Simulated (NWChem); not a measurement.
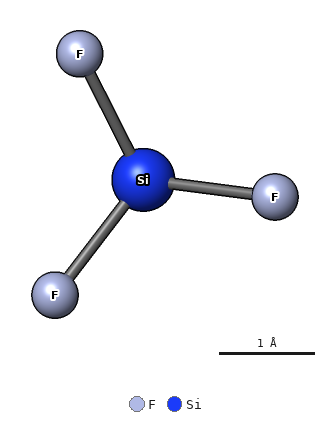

Figure 1. The structure as given in the input (ball-and-stick view, seen on its broad side). Bond lengths as drawn: F–Si 1.58 Å.

**Run report: SiF$_{3}$, energy and gradient calculation (part 1 of 2)**

System: SiF$_{3}$, multiplicity 2, SMILES F[Si](F)F.
Method: HF/STO-3G, UHF (NWChem 7.3.0).

The geometry comes from this level: PBE0-D4/def2-TZVP.

### The input
```
start work
memory 2200 mb

geometry units bohr noautosym nocenter noautoz
F    1.48315155  -0.95816673   2.17639758
Si  -0.53432006   0.40262505   0.44272504
F   -1.87887910  -1.68610813  -1.21762613
F    0.93004761   2.24164982  -1.40149648
end

basis "ao basis" spherical bse
F library STO-3G
Si library STO-3G
end

scf
doublet
uhf
thresh 1e-08
maxiter 80
print medium
end

task scf gradient
```

Run on 1 thread of Intel Xeon (Granite Rapids), 12 GiB of memory available, shared host.

Launched with:
```bash
nwchem work.nw > work.out
```

### The program's output
```
Northwest Computational Chemistry Package (NWChem) 7.3.0
             --------------------------------------------------------

           Job information
           ---------------

    nwchem branch   = 7.3.0
    use scalapack   = T
    input           = work.nw
    prefix          = work.
    data base       = ./work.db
    status          = startup
    nproc           =        1

           Memory information
           ------------------

    heap     =     72089598 doubles =      550.0 Mbytes
    stack    =     72089595 doubles =      550.0 Mbytes
    global   =    144179200 doubles =     1100.0 Mbytes (distinct from heap & stack)
    total    =    288358393 doubles =     2200.0 Mbytes
    verify   = yes
    hardfail = no

           Directory information
           ---------------------

  0 permanent = .
  0 scratch   = .

                                NWChem Input Module
                                -------------------

                             Geometry "geometry" -> ""
                             -------------------------

 Output coordinates in a.u. (scale by  1.000000000 to convert to a.u.)

  No.       Tag          Charge          X              Y              Z
 ---- ---------------- ---------- -------------- -------------- --------------
    1 F                    9.0000     1.48315155    -0.95816673     2.17639758
    2 Si                  14.0000    -0.53432006     0.40262505     0.44272504
    3 F                    9.0000    -1.87887910    -1.68610813    -1.21762613
    4 F                    9.0000     0.93004761     2.24164982    -1.40149648

      Atomic Mass
      -----------

      F                 18.998400
      Si                27.976930

 Effective nuclear repulsion energy (a.u.)     176.7984513459

            Nuclear Dipole moment (a.u.)
            ----------------------------
        X                 Y               Z
 ---------------- ---------------- ----------------
    -2.6716003000     2.0131253400     2.2136252900

            XYZ format geometry
            -------------------
     4
 geometry
 F                     0.78485006    -0.50704003     1.15170008
 Si                   -0.28275002     0.21306002     0.23428002
 F                    -0.99426007    -0.89225006    -0.64434005
 F                     0.49216004     1.18623008    -0.74164005

 ==============================================================================
                                internuclear distances
 ------------------------------------------------------------------------------
       center one      |      center two      | atomic units |       a.u.
 ------------------------------------------------------------------------------
    2 Si               |   1 F                |     2.98790  |     2.98790
    3 F                |   2 Si               |     2.98788  |     2.98788
    4 F                |   2 Si               |     2.98790  |     2.98790
 ------------------------------------------------------------------------------
                         number of included internuclear distances:          3
 ==============================================================================

 ==============================================================================
                                 internuclear angles
 ------------------------------------------------------------------------------
        center 1       |       center 2       |       center 3       |  degrees
 ------------------------------------------------------------------------------
    1 F                |   2 Si               |   3 F                |   107.93
    1 F                |   2 Si               |   4 F                |   107.91
    3 F                |   2 Si               |   4 F                |   107.93
 ------------------------------------------------------------------------------
                            number of included internuclear angles:          3
 ==============================================================================

                      Basis "ao basis" -> "" (spherical)
                      -----
  [basis functions not shown]

 Summary of "ao basis" -> "" (spherical)
 ------------------------------------------------------------------------------
       Tag                 Description            Shells   Functions and Types
 ---------------- ------------------------------  ------  ---------------------
 F                           STO-3G                  3        5   2s1p
 Si                          STO-3G                  5        9   3s2p

                                 NWChem SCF Module
                                 -----------------

  ao basis        = "ao basis"
  functions       =    24
  atoms           =     4
  alpha electrons =    21
  beta  electrons =    20
  charge          =   0.00
  wavefunction    = UHF
  input vectors   = atomic
  output vectors  = ./work.movecs
  use symmetry    = F
  symmetry adapt  = F

 Summary of "ao basis" -> "ao basis" (spherical)
 ------------------------------------------------------------------------------
       Tag                 Description            Shells   Functions and Types
 ---------------- ------------------------------  ------  ---------------------
 F                           STO-3G                  3        5   2s1p
 Si                          STO-3G                  5        9   3s2p

 Forming initial guess at       0.0s

      Superposition of Atomic Density Guess
      -------------------------------------

 Sum of atomic energies:        -579.45528254

      Non-variational initial energy
      ------------------------------

 Total energy =    -579.357171
 1-e energy   =   -1169.341535
 2-e energy   =     413.185913
 HOMO         =       0.021723
 LUMO         =       0.497297

 Starting SCF solution at       0.1s

 ----------------------------------------------
         Quadratically convergent UHF

 Convergence threshold     :          1.000E-08
 Maximum no. of iterations :           80
 Integral*density screening:          1.000E-10
 ----------------------------------------------

              iter       energy          gnorm     gmax       time
             ----- ------------------- --------- --------- --------
                 1     -579.6128350905  6.65D-01  2.59D-01      0.1
                 2     -579.7200470110  1.41D-01  4.69D-02      0.1
                 3     -579.7254796756  5.89D-03  2.31D-03      0.2
                 4     -579.7254932502  1.29D-05  5.65D-06      0.3
                 5     -579.7254932503  2.52D-10  9.09D-11      0.5

       Final UHF  results
       ------------------

         Total SCF energy =   -579.725493250283
      One electron energy =  -1167.905485921195
      Two electron energy =    411.381541325014
 Nuclear repulsion energy =    176.798451345899

                       Sz =      0.5000
                 Sz(Sz+1) =      0.7500
                      S^2 =      0.7574

        Time for solution =      0.4s

          Final alpha eigenvalues
          -----------------------

              1
    1  -68.0355
    2  -25.8402
    3  -25.8400
    4  -25.8399
    5   -6.0322
    6   -4.0627
    7   -4.0512
    8   -4.0512
    9   -1.4887
   10   -1.4528
   11   -1.4527
   12   -0.6566
   13   -0.5420
   14   -0.5419
   15   -0.5385
   16   -0.4628
   17   -0.4628
   18   -0.4392
   19   -0.4260
   20   -0.4259
   21   -0.2514
   22    0.5343
   23    0.5344
   24    0.5363

          Final beta eigenvalues
          ----------------------

              1
    1  -68.0282
    2  -25.8360
    3  -25.8358
    4  -25.8358
    5   -6.0188
    6   -4.0474
    7   -4.0474
    8   -4.0339
    9   -1.4676
   10   -1.4313
   11   -1.4313
   12   -0.6126
   13   -0.5147
   14   -0.5147
   15   -0.4802
   16   -0.4360
   17   -0.4297
   18   -0.4297
   19   -0.4085
   20   -0.4085
   21    0.2011
   22    0.5523
   23    0.5957
   24    0.5958

                    UHF Final Alpha Molecular Orbital Analysis
                    ------------------------------------------

 Vector    9  Occ=1.000000D+00  E=-1.488733D+00
              MO Center=  6.4D-02, -4.9D-02, -5.3D-02, r^2= 2.2D+00
   Bfn.  Coefficient  Atom+Function         Bfn.  Coefficient  Atom+Function
  ----- ------------  ---------------      ----- ------------  ---------------
     2      0.529292  1 F  s                 16      0.529595  3 F  s
    21      0.529255  4 F  s                 11      0.181505  2 Si s

 Vector   10  Occ=1.000000D+00  E=-1.452762D+00
              MO Center= -4.2D-01, -5.0D-01, -2.4D-01, r^2= 1.8D+00
   Bfn.  Coefficient  Atom+Function         Bfn.  Coefficient  Atom+Function
  ----- ------------  ---------------      ----- ------------  ---------------
    16      0.799867  3 F  s                  2     -0.453406  1 F  s
    21     -0.346863  4 F  s                 15     -0.209232  3 F  s

 Vector   11  Occ=1.000000D+00  E=-1.452735D+00
              MO Center=  5.6D-01,  4.0D-01,  1.3D-01, r^2= 1.8D+00
   Bfn.  Coefficient  Atom+Function         Bfn.  Coefficient  Atom+Function
  ----- ------------  ---------------      ----- ------------  ---------------
    21     -0.723612  4 F  s                  2      0.662052  1 F  s
    20      0.189285  4 F  s                  1     -0.173182  1 F  s

 Vector   12  Occ=1.000000D+00  E=-6.566461D-01
              MO Center= -6.7D-02,  5.0D-02,  5.5D-02, r^2= 2.4D+00
   Bfn.  Coefficient  Atom+Function         Bfn.  Coefficient  Atom+Function
  ----- ------------  ---------------      ----- ------------  ---------------
    11      0.661327  2 Si s                  2     -0.278627  1 F  s
    16     -0.278648  3 F  s                 21     -0.278625  4 F  s
    18      0.256406  3 F  py                 3     -0.253487  1 F  px
     7     -0.235281  2 Si s                 24      0.229866  4 F  pz
    19      0.208788  3 F  pz                23     -0.195034  4 F  py

 Vector   13  Occ=1.000000D+00  E=-5.419662D-01
              MO Center= -1.0D-01, -1.9D-01, -9.4D-02, r^2= 2.4D+00
   Bfn.  Coefficient  Atom+Function         Bfn.  Coefficient  Atom+Function
  ----- ------------  ---------------      ----- ------------  ---------------
     4      0.446921  1 F  py                18     -0.429332  3 F  py
    24      0.419504  4 F  pz                19     -0.326455  3 F  pz
    12      0.283362  2 Si px                16      0.227203  3 F  s
    13      0.185768  2 Si py                14      0.171933  2 Si pz

 Vector   14  Occ=1.000000D+00  E=-5.419498D-01
              MO Center=  2.1D-01,  1.1D-01,  9.6D-03, r^2= 2.4D+00
   Bfn.  Coefficient  Atom+Function         Bfn.  Coefficient  Atom+Function
  ----- ------------  ---------------      ----- ------------  ---------------
     3      0.490303  1 F  px                22     -0.441959  4 F  px
    19     -0.335797  3 F  pz                13      0.270816  2 Si py
    14     -0.266038  2 Si pz                18      0.230273  3 F  py
    24      0.229391  4 F  pz                21     -0.207873  4 F  s
     2      0.185756  1 F  s                 23     -0.151838  4 F  py

 Vector   15  Occ=1.000000D+00  E=-5.385257D-01
              MO Center= -1.9D-02,  1.5D-02,  1.6D-02, r^2= 2.3D+00
   Bfn.  Coefficient  Atom+Function         Bfn.  Coefficient  Atom+Function
  ----- ------------  ---------------      ----- ------------  ---------------
    17     -0.454528  3 F  px                 5      0.430500  1 F  pz
    23      0.414425  4 F  py                12     -0.285473  2 Si px
    14      0.237042  2 Si pz                13      0.215823  2 Si py
    22     -0.209608  4 F  px                 3     -0.161327  1 F  px

 Vector   16  Occ=1.000000D+00  E=-4.627710D-01
              MO Center= -8.9D-02, -2.5D-01, -1.5D-01, r^2= 2.4D+00
   Bfn.  Coefficient  Atom+Function         Bfn.  Coefficient  Atom+Function
  ----- ------------  ---------------      ----- ------------  ---------------
    17      0.535843  3 F  px                22     -0.458441  4 F  px
     3     -0.433088  1 F  px                19     -0.340342  3 F  pz
     5      0.289959  1 F  pz                18     -0.227619  3 F  py
    24     -0.162999  4 F  pz

 Vector   17  Occ=1.000000D+00  E=-4.627579D-01
              MO Center=  2.9D-01,  1.0D-01, -1.6D-02, r^2= 2.4D+00
   Bfn.  Coefficient  Atom+Function         Bfn.  Coefficient  Atom+Function
  ----- ------------  ---------------      ----- ------------  ---------------
     4      0.451548  1 F  py                23     -0.436751  4 F  py
    24     -0.410081  4 F  pz                 5      0.383332  1 F  pz
    18      0.323913  3 F  py                19     -0.310001  3 F  pz
    22      0.231253  4 F  px                 3     -0.155522  1 F  px
```
